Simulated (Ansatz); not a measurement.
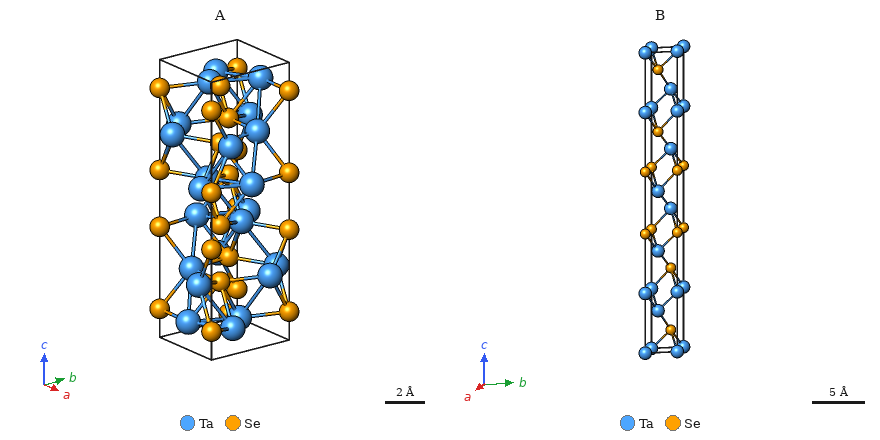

Two structures of Ta3Se2, each relaxed to rest (conventional cells in solid outline, small ones repeated, not to one scale). Method: DFT PBE, scalar-relativistic, plane waves, PAW in Ansatz, without spin polarisation.

**Which two forms are compared?**

A: 30 atoms a cell on a rhombohedral (trigonal R) lattice, R-3c. B: 15 atoms a cell on a rhombohedral (trigonal R) lattice, R-3m.

**Which is the more stable form at this level of theory?**

B is lower, by 149 meV/atom at this level of theory (energies at zero smearing). Volumes: A 19.0, B 18.8 Å³/atom.

One or both may be structure types tried for this composition rather than known phases.
